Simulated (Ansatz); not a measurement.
# V(110) film, 1 layer, flat: channels in plane against thickness, part 2 of 2

Wanted: in-plane conductance by layer count, from V(110) film, 1 layer, flat.

Ansatz 0.2.0; Ansatz plane-wave DFT, PBE, PAW files; ballistic transport by layer matching (Landauer), zero bias.

So far, lead conductance per cell (G₀): step 2 (with 1 layer) 2.28.

## Step 6: With 4 layers, thickness 8.559 A

System of this step: V(110) film, 4 layers, flat. The cell holds 8 atoms: 8 V. Its edges and angles: a = 17.419 Å, b = 3.026 Å, c = 4.279 Å, α = 90.0°, β = 90.0°, γ = 90.0°. It derives from V. Vacuum lies along a. The structure's axis is c.

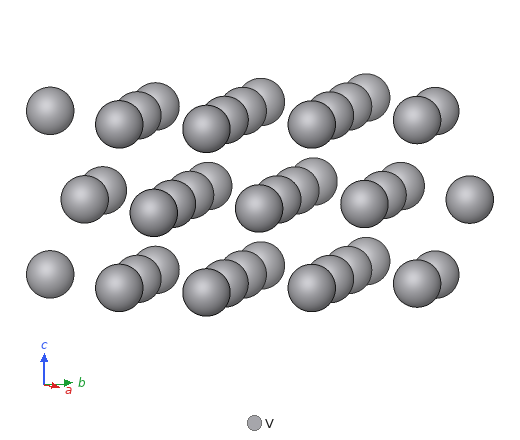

The cell of this step (vanadium grey). 1×3×1 cells are drawn. Some periodic images of atoms are drawn too.

Contents of input.yaml:

```yaml
crystal:
  lattice:
    - [17.4191153596, 0.0, 0.0]
    - [0.0, 3.026, 0.0]
    - [0.0, 0.0, 4.2794102397]
  atoms:
    - { symbol: V, position: [0.2583368849, 0.0, 0.0] }
    - { symbol: V, position: [0.2583368849, 0.5, 0.5] }
    - { symbol: V, position: [0.3811734972, 0.5, 0.0] }
    - { symbol: V, position: [0.3811734972, 0.0, 0.5] }
    - { symbol: V, position: [0.5040101095, 0.0, 0.0] }
    - { symbol: V, position: [0.5040101095, 0.5, 0.5] }
    - { symbol: V, position: [0.6268467218, 0.5, 0.0] }
    - { symbol: V, position: [0.6268467218, 0.0, 0.5] }
kpoints:
  mp_grid: { grid: [1, 14, 10] }
hamiltonian:
  xc: pbe
scf:
  occupations: { method: fermi_dirac, width: 0.1 }
output:
  transmission:
    leads: [[0, 0]]
    kmesh: [1, 40]
    e_range: [-0.27, 0.27]
    de: 0.036
```

The run is started by

```sh
> ansatz run input.yaml --threads 4 --pin off --max-ram 8192MiB --backend cpu --events-out ev --progress --plain --runs-dir out
```

Numbers of over 12 decimals in the logs are rounded to 6 here.

Log:

```text
Engine: ansatz 0.2.0, aarch64-unknown-linux-gnu
Pseudopotentials: kind: paw
Pseudopotential: V, paw, valence charge 13, recommended cutoff 420 eV (normal), V.paw.azcp
Functional definition: PBE
  parameter kappa = 0.804
  parameter beta = 0.066725
  exchange = pbe_x(kappa = kappa, mu = beta*pi^2/3)
  correlation = pbe_c(beta = beta)
Crystal: 8 atoms, lattice volume = 225.569 Å³
Basis set: ecut = 420 eV, 4355 PW (Γ)
Bands: 63, of which v1, the nominal top of the filled ones, is band 52 counted from 1 (51 counted from 0)
Symmetry: 16 space group operations
Space group: Cmme (ITA 67), of the structure as read, at distance tolerance 6.1e-5 Å
k-points: 48 of 140
Non-local potential: V, projectors of the file, l = 0: 3, l = 1: 2, l = 2: 3, l = 3: 1
PAW form: soft (Blöchl's): semilocal exchange-correlation on the pseudo side does not see the compensation charge
PAW one-centre angular grid: V, 590 points (default); XC on 64 Gauss nodes
Initial density: superposition of atomic densities (neutral atoms: chi_scale 0, normalization atom), corrected by the library's trained network
Initial wavefunctions: pseudopotential atomic-orbital guess
Functional: x = pbe(κ = 0.804, μ = 0.219515), c = pbe(β = 0.066725)
SCF iter   1: F=—  HF=-23295.407722 eV  |F-HF|=—  |Δ(HF+E_count)|=         —  Δρ=5.85e-3  dr2=4.42e-1  ethr=1.77e-3  ⟨swp⟩=8.1  Hψ=12691  notcnv=0
preconditioner: auto → LDOS  [metal: Δε(μ)=0.008 eV  Ē_g=2.624 eV  σ=0.100 eV  W_gap=0.02  n_scr=48 (ndim 8)  ℏωp=15.6 eV  f_vac=0.426  D(μ)=14.23/eV (n_scr^D=152)  β→1.0]
SCF iter   2: F=—  HF=-23295.395486 eV  |F-HF|=—  |Δ(HF+E_count)|=   1.22e-2  Δρ=4.35e-3  dr2=6.62e-2  ethr=4.25e-4  ⟨swp⟩=2.5  Hψ=5124  notcnv=0  defer=2
SCF iter   3: F=—  HF=-23295.387245 eV  |F-HF|=—  |Δ(HF+E_count)|=   8.24e-3  Δρ=1.76e-3  dr2=9.45e-3  ethr=6.37e-5  ⟨swp⟩=3.3  Hψ=6757  notcnv=0
SCF iter   4: F=—  HF=-23295.385786 eV  |F-HF|=—  |Δ(HF+E_count)|=   1.46e-3  Δρ=2.80e-4  dr2=2.21e-4  ethr=9.09e-6  ⟨swp⟩=2.4  Hψ=4517  notcnv=0
SCF iter   5: F=—  HF=-23295.386094 eV  |F-HF|=—  |Δ(HF+E_count)|=   3.08e-4  Δρ=1.50e-4  dr2=5.30e-5  ethr=2.13e-7  ⟨swp⟩=2.8  Hψ=5778  notcnv=0
SCF iter   6: F=—  HF=-23295.386074 eV  |F-HF|=—  |Δ(HF+E_count)|=   2.03e-5  Δρ=6.61e-5  dr2=1.26e-5  ethr=5.10e-8  ⟨swp⟩=2.6  Hψ=5638  notcnv=0
SCF iter   7: F=—  HF=-23295.386073 eV  |F-HF|=—  |Δ(HF+E_count)|=   8.03e-7  Δρ=1.62e-5  dr2=1.56e-6  ethr=1.21e-8  ⟨swp⟩=2.9  Hψ=5901  notcnv=0
SCF iter   8: F=—  HF=-23295.386073 eV  |F-HF|=—  |Δ(HF+E_count)|=   6.33e-9  Δρ=7.73e-6  dr2=6.61e-7  ethr=1.50e-9  ⟨swp⟩=2.2  Hψ=4096  notcnv=0
SCF iter   9: F=-23295.386073 eV  HF=-23295.386073 eV  |F-HF|=4.03e-8  |Δ(HF+E_count)|=   7.09e-8  Δρ=3.18e-6  dr2=5.46e-8  ethr=9.62e-11  ⟨swp⟩=6.2  Hψ=9245  notcnv=0
SCF 1 converged in 9 iterations: F = -23295.386073 eV  dr2 = 5.46e-8
[...]
transmission: 18 of 126 steps passed
transmission: 30 of 126 steps passed
[...]
transmission: 78 of 126 steps passed
WARN: the run was ended behind the SCF: a stop after 84 completed steps of the transmission. The result of record stands; what else was asked for is given out only as far as it was finished by then, or is formed of that. The run will not end as completed
SCF converged after 9 iterations
Free energy (F): -23295.386073 eV
Harris-Foulkes:  -23295.386073 eV  (|F-HF|=4.03e-8)
Internal energy: -23294.909520 eV  (E = F + TS)
E sigma→0 (E₀):  -23295.147797 eV
Entropy (-TS):   -0.476553 eV (-59.569 meV/atom)
Fermi energy:    5.697899 eV
--- Per-component energies (eV) ---
  E_band       = -2290.093412
  E_kinetic    = 2674.491596
  E_local      = -66461.637635  (includes V_loc(G=0)·N_el)
  E_nonlocal   = -359.438170
  E_hartree    = 32375.359527
  E_xc         = -1034.956009
  E_vxc        = -1311.214995  (∫ρ·V_xc dr)
  E_paw        = -8902.441336  (= ΣΔE_a)
  E_vpaw       = -1583.054831  (= ΣTr[D̂ρ^β])
  E_aug_tail   = 0.002114  (compensation charges beyond the density's cutoff)
  E_ewald      = 18413.710393
  E_smearing   = -0.476553  (= −TS)
  E_closure    = 0.000000  (closes the sum)
  Σ components = -23295.386073   (vs F -23295.386073, Δ=0.00e0)
--- Band table (eV; the first three rows and the last of 48) ---
  k-point 0: bands = [... 48 lower, 5.4934, 5.8067, 5.8611, 5.9530, 5.9562, 6.3147, 6.7387, 6.8362, ... 7 higher]
  k-point 1: bands = [... 48 lower, 5.5238, 5.8306, 5.8917, 5.9286, 5.9600, 6.2806, 6.4770, 6.7219, ... 7 higher]
  k-point 2: bands = [... 48 lower, 5.6726, 5.7766, 5.8994, 5.9226, 6.0170, 6.1241, 6.1926, 6.4782, ... 7 higher]
  k-point 47: bands = [... 48 lower, 5.5972, 5.5972, 5.5972, 5.5972, 6.8761, 6.8761, 6.8761, 6.8761, ... 7 higher]
Error: SIGTERM received: cancelled by the caller after 84 completed steps of the transmission, in an analysis behind the self-consistent cycle: that cycle's result was reported, and what else the deck asks for behind it is given out only as far as it was finished by then, or is formed of that: a resume of the run directory makes the rest
```

The job ended after 26 min (4 threads of Arm Neoverse V2, shared host; peak memory 2.7 GiB).

The run was cut off at the time limit after its SCF cycle had converged; no result of it is taken.

The program's message: “Error: SIGTERM received: cancelled by the caller after 84 completed steps of the transmission, in an analysis behind the self-consistent cycle: that cycle's result was reported, and what else the deck …”

## Step 7: Summary of results

| Item | Value |
| --- | --- |
| conductance per cell, 1 layer | 2.28 G₀ |
| conductance per cell, 2 layers | 3.07 G₀ |
| conductance per cell, 3 layers | 3.53 G₀ |

In words: The conductance per cell width goes from 2.28 G0 at 1 to 3.53 G0 at 3 layers. Over the film's own cross-section (layers × spacing × width) the conductance runs from 2.7 to 1.4×10¹⁵ S/m²; that nominal section leaves out the charge that spills into the vacuum, which flatters the thinnest films. The gains from one thickness to the next are 0.79 and 0.45 G0 per added layer; their spread isn't beyond the error estimates. The film repeats perfectly along the current, so nothing scatters; its faces are clean and not relaxed. Very thin films of this metal can turn magnetic, which an unpolarised run can't show. The program's error estimates for the conductances, leads' steps apart, run from 6.7 to 8.9 %.

[Logs are printed without paths, hosts, clocks, repeated set-up lines and the standing remarks that a program may print on its own settings, such as how far it seeks lower states.]

[Hosts, paths, dates, database ids (printed as entryN), source tags and the programs' standing remarks are cut or masked in the printed files.]
